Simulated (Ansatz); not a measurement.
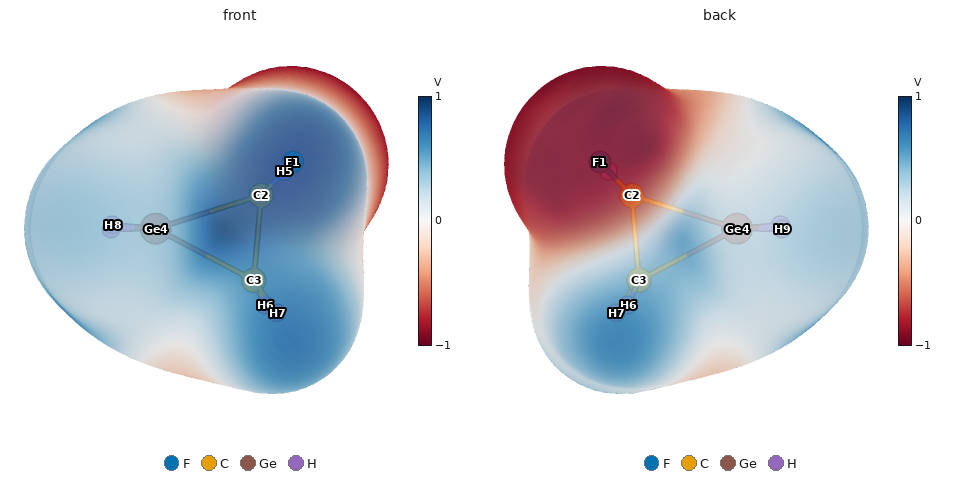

C2H5FGe (SMILES F[CH]1[CH2][GeH2]1). The molecular electrostatic potential painted on the density surface at 0.001 e/bohr³, seen from the front and from behind; red is negative and blue positive.

Geometry: PBE0-D4/def2-TZVP.

All numbers below come from RKS PBE0-D4/def2-TZVPP in Ansatz.

The calculation's input:

```
crystal:
  periodic: [false, false, false]
  atoms:
    - {symbol: F, position_ang: [0.576071, -0.299954, -1.963816]}
    - {symbol: C, position_ang: [0.026402, 0.347006, -0.891234]}
    - {symbol: C, position_ang: [0.834020, 0.335546, 0.380382]}
    - {symbol: Ge, position_ang: [-0.871736, -0.611664, 0.555887]}
    - {symbol: H, position_ang: [-0.390617, 1.305055, -1.191644]}
    - {symbol: H, position_ang: [1.687205, -0.336037, 0.359509]}
    - {symbol: H, position_ang: [1.038913, 1.283487, 0.866307]}
    - {symbol: H, position_ang: [-2.044225, 0.058140, 1.260457]}
    - {symbol: H, position_ang: [-0.767531, -2.127878, 0.607152]}
basis:
  gaussian: {orbitals: def2-TZVPP}
hamiltonian: {xc: pbe0, dispersion: d4}
output: {orbitals: {seedname: orbitals}}
```

Command:

```sh
ansatz run in.yaml --threads 4 --pin off --events-out ev --progress --plain --max-ram 10444MiB
```

Question: Which sites attract a positive test charge, and which a negative one?

Answer: A positive charge is drawn to the negative regions and a negative charge to the positive ones. The most negative region (about −0.9 V, or −21 kcal/mol for a unit charge) lies over F1, the most positive (about +0.9 V, or +21 kcal/mol for a unit charge) over C2 and Ge4.
